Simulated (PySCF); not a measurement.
SMILES CC(=O)CB(O)O, singlet at its GFN2-xTB optimised geometry (Å):

```
14

C     -0.6596    -1.3083    -0.0517
C      0.1441    -0.0376     0.0000
O      1.3591    -0.0376     0.0000
C     -0.6393     1.2370     0.0000
B     -0.1361     2.1737    -1.2258
O      1.1578     2.1919    -1.5950
O     -1.0483     2.9379    -1.8560
H     -1.2949    -1.2952    -0.9349
H     -0.0027    -2.1737    -0.0834
H     -1.3023    -1.3691     0.8243
H     -1.7109     1.0603    -0.0162
H     -0.3939     1.7870     0.9108
H      1.7109     1.5654    -1.1093
H     -0.6878     3.4810    -2.5581
```

Calculation: B3LYP/def2-TZVP run with PySCF.

Map of the electron localisation function on the plane z = 1.5 Å:

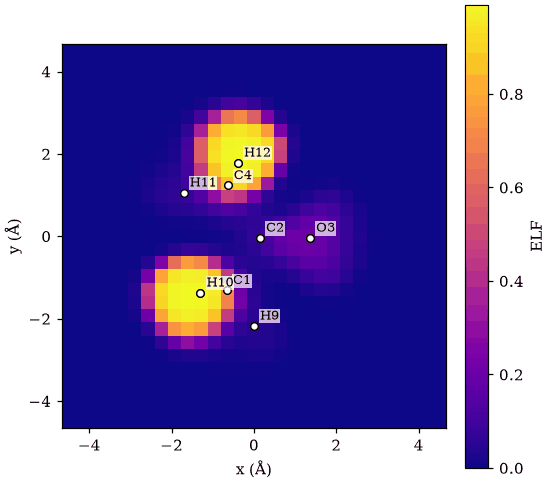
Electron localisation function on the plane z = 1.5 Å.
